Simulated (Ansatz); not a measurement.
This input was run:

```
crystal:
  lattice:
    - [5.431216, -0.382573, -0.481101]
    - [-0.422789, 6.939263, 0.115903]
    - [-0.490511, 0.13285, 5.577223]
  atoms:
    - { symbol: Si, position: [0.8242435142, 0.4696017076, 0.962677082] }
    - { symbol: Si, position: [0.3818256944, 0.4226399195, 0.5306387102] }
    - { symbol: Si, position: [0.565357179, 0.0545071353, 0.8233683204] }
    - { symbol: Si, position: [0.4555313995, 0.0346970414, 0.340077316] }
    - { symbol: Si, position: [0.0824130641, 0.8505789631, 0.0086016662] }
    - { symbol: Si, position: [0.0663567551, 0.6398392996, 0.5134988705] }
    - { symbol: Si, position: [0.9715972625, 0.211859157, 0.1927343112] }
    - { symbol: "N", position: [0.9721074358, 0.664063878, 0.8022008304] }
    - { symbol: "N", position: [0.4918408972, 0.9011193199, 0.5975096209] }
    - { symbol: "N", position: [0.0554457508, 0.8128805344, 0.2979342362] }
    - { symbol: "N", position: [0.5780237018, 0.3247518459, 0.7831655082] }
    - { symbol: "N", position: [0.2598490439, 0.2162886423, 0.3625694066] }
    - { symbol: "N", position: [0.528579175, 0.5381937714, 0.2912223235] }
    - { symbol: "N", position: [0.3847954644, 0.9658085456, 0.0370508158] }
    - { symbol: "N", position: [0.7509814274, 0.5443645605, 0.26587525] }
    - { symbol: O, position: [0.8933154206, 0.047416167, 0.9508134043] }
    - { symbol: O, position: [0.7418188737, 0.1604574267, 0.3408847692] }
basis:
  ecutwfc: 420
kpoints:
  mp_grid: { grid: [4, 4, 4] }
hamiltonian:
  xc: pbe
scf:
  occupations: { method: gaussian, width: 0.02 }
  n_extra_bands: 8
output:
  forces: true
  stress: true
  eigenvalues: true
  populations: true
  dos:
    method: { smearing: { sigma: 0.1, scheme: gaussian } }
    projected: true
    de: 0.02
```

Run as:
```bash
ansatz run input.yaml --threads 2 --pin off --max-ram 5120MiB --backend cpu --events-out ev --progress --plain --runs-dir out
```

Predict the main features of the density of states.

There is a gap; over the k points computed it is 1.30 eV. By projected weight, the top eV of the valence band is N 2p (80 %) and Si 3p (15 %); the bottom eV of the conduction band is N 2p (85 %).

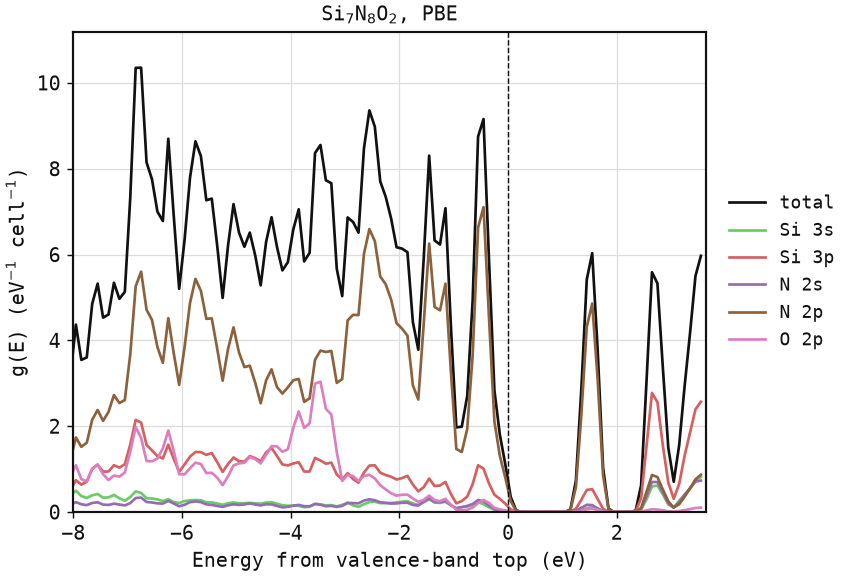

Density of states. Energies are counted from the top of the valence band. The partial curves are projected on Löwdin-orthogonalised atomic shells.
